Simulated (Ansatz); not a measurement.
# BC (doublet): correlated methods under varied settings at distance B1–C2 = 2.790 Å

Aim: run BC (doublet) at one geometry under a spread of methods and options, and see what each costs and gives.

Program: Ansatz 0.2.0, Gaussian basis. Level of theory: the settings change from run to run. These are calculated values, not measurements.

29 further runs of the same task are left out: 3 for a known fault of the program, 19 that didn't finish, 7 set aside as unsound or not needed.

## 1. The geometry

The geometry derives from a PBE0/def2-TZVP stationary point (not a proven minimum). One bond is set to the value named and the two fragments are kept rigid.

2 atoms, charge 0, spin multiplicity 2.

Atoms are counted from 1 here; the program's logs count them from 0.

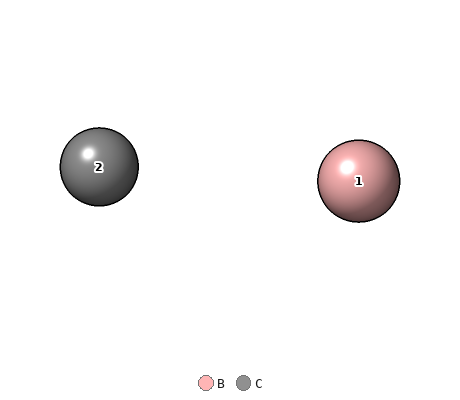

The geometry (boron pink, carbon grey); atoms are numbered from 1 in the order of the file.

## 2. CCSDT(Q)/B on ROHF/6-31G

in.yaml

```yaml
crystal:
  periodic: [false, false, false]
  atoms:
    - {symbol: B, position_ang: [0.000000, 0.000000, 0.000000]}
    - {symbol: C, position_ang: [0.000000, 0.000000, 2.790000]}
basis:
  gaussian: {orbitals: 6-31G, point_charges: [{charge: -1.00, position_ang: [4.908, 0.444, 0.787]}]}
magnetization: {spin_polarized: false, initial_magnetization: 1}
correlation: {method: ccsdt_q_b, electrons: outside_noble_gas}
scf: {omitted_lower_state_checks: [cluster_reference]}
output: {forces: true}
```

Command:

```sh
> ansatz run in.yaml --threads 1 --pin off --events-out ev --progress --plain --max-ram 2393MiB
```

What it wrote (excerpt; [...] marks lines left out):

```text
Functional definition: HF
  name "HF"
  cite "Fock, Z. Phys. 61, 126 (1930) doi:10.1007/BF01340294"
  parent pbe
[...]
397 factors; integrals over basis functions are off by at most 8.2e-8 eV
[...]
mean field -1690.78841748 eV, -62.1353282848 hartree, gradient 3.0e-6 eV, S^2 0.750000; 13 other end points of the search recorded, 0 dependent functions left out
2 core orbitals not correlated: weight in the atoms' cores, before any rotation towards them, 1.000 or more for the frozen orbitals, at most 0.000 for the correlated occupied ones
reference -1690.78841748 eV, -62.1353282848 hartree; 4, 3 occupied and 12, 13 virtual orbitals, 397 factors
second order -2.59828767 eV of doubles, -0.01376689 eV of singles
cycle   1  -3.22445585 eV  change   -8.0e-1 eV  update   1.2e-1
[...]
cycle  65  -4.34183993 eV  change   7.0e-10 eV  update   2.0e-8
perturbative correction -0.01033318 eV, -0.0003797375 hartree
WARN: these amplitudes may be one of several solutions (largest doubles amplitude 0.39, level shift 1.30 eV)
[...]
Total energy: -1695.14059059 eV, -62.2952676968 hartree
Atom 0 at     0.000000     0.000000     0.000000 Å, force     0.063787     0.005771     0.880884 eV/Å
Atom 1 at     0.000000     0.000000     2.790000 Å, force    -0.000925    -0.000084    -0.870279 eV/Å
Dipole moment:     0.090838     0.008218    -0.175999 e Å
Checks for a lower state left out: cluster_reference
```

It took 23 s on 1 thread of Arm Neoverse V2, shared host.

From the report: correlation -4.3522 eV; T1 0.059; largest double amplitude 0.39. The report flags that the cluster equations may have other roots.

## 3. CCSDT on ROHF/cc-pVDZ

in.yaml

```yaml
crystal:
  periodic: [false, false, false]
  atoms:
    - {symbol: B, position_ang: [0.000000, 0.000000, 0.000000]}
    - {symbol: C, position_ang: [0.000000, 0.000000, 2.790000]}
basis:
  gaussian: {orbitals: cc-pVDZ, point_charges: [{charge: 0.50, position_ang: [3.084, 0.352, 0.057]}]}
magnetization: {spin_polarized: false, initial_magnetization: 1}
correlation: {method: ccsdt, electrons: valence}
scf: {lower_state_search: off}
```

The command is unchanged.

What it wrote (excerpt; [...] marks lines left out):

```text
Functional definition: HF
  name "HF"
  cite "Fock, Z. Phys. 61, 126 (1930) doi:10.1007/BF01340294"
  parent pbe
[...]
485 factors; integrals over basis functions are off by at most 1.1e-7 eV
[...]
mean field -1690.99596484 eV, -62.1429555095 hartree, gradient 2.7e-6 eV, S^2 0.750000; 0 other end points of the search recorded, 0 dependent functions left out
2 core orbitals not correlated: weight in the atoms' cores, before any rotation towards them, 1.000 or more for the frozen orbitals, at most 0.000 for the correlated occupied ones
reference -1690.99596484 eV, -62.1429555095 hartree; 4, 3 occupied and 22, 23 virtual orbitals, 485 factors
second order -3.81825685 eV of doubles, -0.07235162 eV of singles
cycle   1  -4.67783752 eV  change   -9.6e-1 eV  update   1.3e-1
[...]
cycle   2  -5.95932371 eV  change    1.3e-7 eV  update   6.2e-7
WARN: these amplitudes may be one of several solutions (largest doubles amplitude 0.40, level shift 0.94 eV)
Total energy: -1696.95528854 eV, -62.3619566163 hartree
Checks for a lower state left out: stability, starts, cluster_reference, orbital_swaps, neighbouring_geometries, increment
```

Wall time 8.5 s (1 thread of Arm Neoverse V2, shared host).

From the report: correlation -5.9593 eV; T1 0.064; largest double amplitude 0.40. The report flags that the cluster equations may have other roots.

## 4. CASCI(5,7)/cc-pVDZ

in.yaml

```yaml
crystal:
  periodic: [false, false, false]
  atoms:
    - {symbol: B, position_ang: [0.000000, 0.000000, 0.000000]}
    - {symbol: C, position_ang: [0.000000, 0.000000, 2.790000]}
basis:
  gaussian: {orbitals: cc-pVDZ}
magnetization: {spin_polarized: false, initial_magnetization: 1}
correlation: {active_space: {window: {electrons: 5, orbitals: 7}, fixed_orbitals: true}}
accuracy: high
output: {forces: true}
```

Same command.

What it wrote (excerpt; [...] marks lines left out):

```text
Functional definition: HF
  name "HF"
  cite "Fock, Z. Phys. 61, 126 (1930) doi:10.1007/BF01340294"
  parent pbe
[...]
521 factors; integrals over basis functions are off by at most 3.4e-9 eV
[...]
mean field -1691.08195473 eV, -62.1461155800 hartree, gradient 3.2e-8 eV, S^2 0.750000; 16 other end points of the search recorded, 0 dependent functions left out
reference -1691.08195473 eV, -62.1461155800 hartree; 6, 5 occupied and 22, 23 virtual orbitals, 521 factors
state -1693.14472053 eV, -62.2219208249 hartree
[...]
Total energy: -1693.14472053 eV, -62.2219208249 hartree
Atom 0 at     0.000000     0.000000     0.000000 Å, force     0.000000    -0.000000     0.608670 eV/Å
Atom 1 at     0.000000     0.000000     2.790000 Å, force    -0.000000     0.000000    -0.608670 eV/Å
Dipole moment:    -0.000000     0.000000    -0.099937 e Å
```

Wall time 0.6 s (1 thread of Arm Neoverse V2, shared host).

From the report: 186 determinants; active occupations 1.93, 1.67, 1.00, 0.31, 0.04, 0.04, 0.01.

## 5. CCSDT on UHF/cc-pVDZ

in.yaml

```yaml
crystal:
  periodic: [false, false, false]
  atoms:
    - {symbol: B, position_ang: [0.000000, 0.000000, 0.000000]}
    - {symbol: C, position_ang: [0.000000, 0.000000, 2.790000]}
basis:
  gaussian: {orbitals: cc-pVDZ, point_charges: [{charge: -0.50, position_ang: [3.699, 0.184, 0.137]}]}
magnetization: {spin_polarized: true, initial_magnetization: 1}
correlation: {method: ccsdt, electrons: valence, diis_vectors: 4}
```

Launched as before.

What it wrote (excerpt; [...] marks lines left out):

```text
Functional definition: HF
  name "HF"
  cite "Fock, Z. Phys. 61, 126 (1930) doi:10.1007/BF01340294"
  parent pbe
[...]
485 factors; integrals over basis functions are off by at most 1.1e-7 eV
[...]
mean field -1693.19380458 eV, -62.2237246304 hartree, gradient 1.4e-6 eV, S^2 1.796209; 40 other end points of the search recorded, 0 dependent functions left out
determinant -1693.19380458 eV, -62.2237246304 hartree, with singles and doubles -1696.87530401 eV, -62.3590172389 hartree
determinant -1693.03283727 eV, -62.2178091908 hartree, with singles and doubles -1696.67830550 eV, -62.3517776772 hartree
determinant -1693.02773375 eV, -62.2176216399 hartree, with singles and doubles -1696.67051116 eV, -62.3514912405 hartree
determinant -1693.02169678 eV, -62.2173997852 hartree, with singles and doubles -1696.66035033 eV, -62.3511178369 hartree
determinant -1692.95370159 eV, -62.2149010083 hartree, with singles and doubles -1696.78686247 eV, -62.3557670725 hartree
[...]
determinant -1692.34728424 eV, -62.1926155816 hartree, with singles and doubles -1696.49697222 eV, -62.3451138022 hartree
determinant -1691.32043391 eV, -62.1548795279 hartree, with singles and doubles -1696.72062673 eV, -62.3533329538 hartree
2 core orbitals not correlated: weight in the atoms' cores, before any rotation towards them, 1.000 or more for the frozen orbitals, at most 0.000 for the correlated occupied ones
reference -1693.19380458 eV, -62.2237246304 hartree; 4, 3 occupied and 22, 23 virtual orbitals, 485 factors
second order -2.47958760 eV of doubles, -0.00000000 eV of singles
cycle   1  -3.19431371 eV  change   -7.1e-1 eV  update   8.3e-2
[...]
cycle  11  -4.02968597 eV  change    1.0e-8 eV  update   9.4e-8
WARN: in the space of 8 natural orbitals, full CI finds another state of this spin 0.197 eV below this run's state, or below the method's energy where it doesn't find this run's state
WARN: the results are in doubt because among natural orbitals full CI differs from the method by +0.438 eV
Total energy: -1697.22349055 eV, -62.3718128585 hartree
In doubt: among natural orbitals full CI differs from the method by +0.438 eV
```

Wall time 27 s (1 thread of Arm Neoverse V2, shared host).

From the report: ⟨S²⟩ of the determinant 1.796 (pure doublet: 0.75); correlation -4.0297 eV; T1 0.069; largest double amplitude 0.49. The determinant is far from a pure spin state, so its energy mixes those of several spin states (harmless only where they are near-degenerate, as at dissociation). The program marks this result as in doubt; its last lines say why.

## 6. The runs in one table

Where basis and cores are those of an earlier FCI/cc-pVDZ run (-1697.0075 eV), and the state is the same kind, the miss against it is given. † marks a result that the program doubts.

```
                                             level         correlated  functions  energy (eV)  from FCI (meV)   time
CCSDT(Q)/B on ROHF/6-31G (beside a point charge) †  outside noble gas         18   -1695.1406                   23 s
   CCSDT on ROHF/cc-pVDZ (beside a point charge) †            valence         28   -1696.9553                  8.5 s
                                CASCI(5,7)/cc-pVDZ                            28   -1693.1447          3862.8  0.6 s
    CCSDT on UHF/cc-pVDZ (beside a point charge) †            valence         28   -1697.2235                   27 s
```

## 7. Summary of results

| quantity | value |
| --- | --- |
| runs | 4 |
| quickest | CASCI(5,7)/cc-pVDZ, 0.6 s |
| slowest | CCSDT on UHF/cc-pVDZ (beside a point charge) †, 27 s |

In words: Total energies in different bases, with other cores or another treatment of relativity can't be set against each other. CCSDT on UHF/cc-pVDZ (beside a point charge) † took 44 times as long as CASCI(5,7)/cc-pVDZ; the jobs differ in more than the method. Hartree-Fock, CASSCF and CASCI lack dynamic correlation by design.
